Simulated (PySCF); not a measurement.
Molecule: Se(F)(Br), BrFSe, SMILES F[Se]Br. Atoms near the plane z = 0.0 Å, at the PBE0/def2-SVP optimised geometry (x, y, z in Å): Se1 (-0.7, -1.1, 0.0), F2 (1.1, -1.1, 0.0), Br3 (-1.1, 1.1, 0.0).

Method: PBE0/def2-TZVP (PySCF 2.14.0). Cells within 0.4 Å of a nucleus heavier than hydrogen are left out (blank, or x). The values are rescaled to run from 0 to 1.

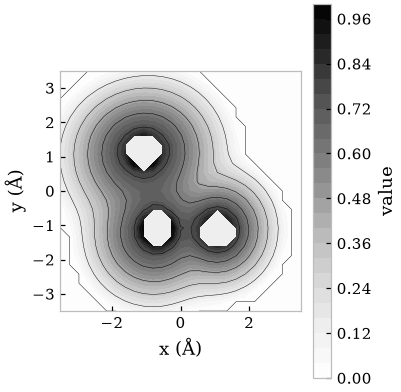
Figure. a field on the plane z = 0.0 Å.

Q: Which quantity is mapped?
A. Laplacian of the electron density
B. deformation density (molecule minus spherical neutral atoms)
C. electrostatic potential
D. log10 of the electron density

A: D, log10 of the electron density. In full: log10 of the electron density (e/bohr³), floored at −4.
